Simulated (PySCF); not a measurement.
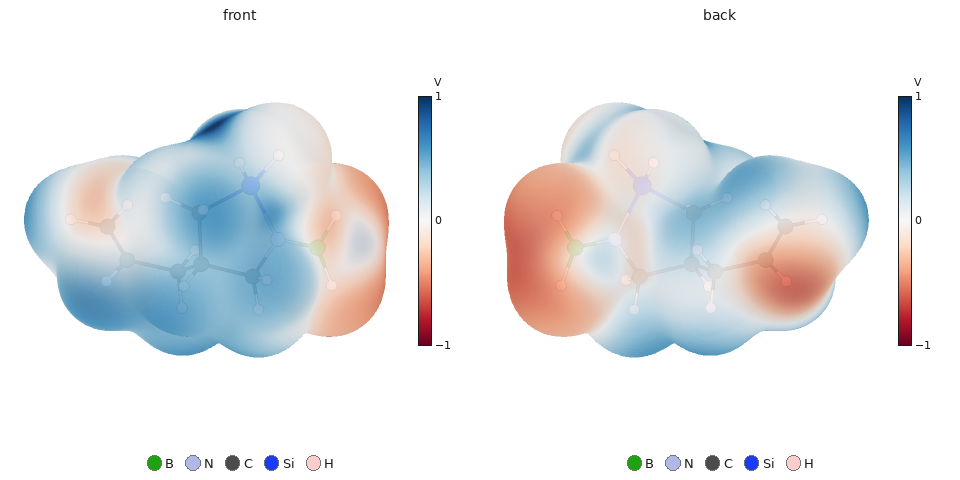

Figure. C₆H₁₄BNSi (SMILES BN1C[C@H](CC=C)C[SiH2]1). The molecular electrostatic potential painted on the density surface at 0.001 e/bohr³, seen from the front and from behind; red is negative and blue positive.

Geometry: GFN2-xTB.

These are results of PBE0/pcSseg-1, SCF density, gas phase, non-relativistic (PySCF 2.14.0), not measurements.

```tsv
atom	x (Å)	y (Å)	z (Å)
B	-3.0101	-0.9045	-0.0541
N	-1.9127	-0.0531	0.0084
C	-1.1927	0.3802	-1.1839
C	0.2730	0.6284	-0.8193
C	1.0144	-0.7059	-0.6567
C	2.4546	-0.5051	-0.3131
C	3.0165	-0.9028	0.8129
C	0.2557	1.4089	0.4972
Si	-1.2069	0.6555	1.4462
H	-3.5478	-1.1820	0.9487
H	-3.3681	-1.3309	-1.0866
H	-1.2891	-0.3709	-1.9708
H	-1.6370	1.3136	-1.5519
H	0.7581	1.2048	-1.6150
H	0.5231	-1.2934	0.1213
H	0.9485	-1.2601	-1.5984
H	3.0401	0.0165	-1.0604
H	4.0594	-0.7367	1.0243
H	2.4525	-1.4199	1.5722
H	0.0806	2.4666	0.2976
H	1.2141	1.3362	1.0057
H	-2.0869	1.6635	2.0452
H	-0.8440	-0.3820	2.4135
```

Q: Describe the electrostatic potential map.

A: The most negative region (about −0.6 V) lies over C7, H10 and H11, the most positive (about +0.9 V) over Si9.

Q: What dipole moment does the calculation give?

A: Its dipole moment is 2.14 D.
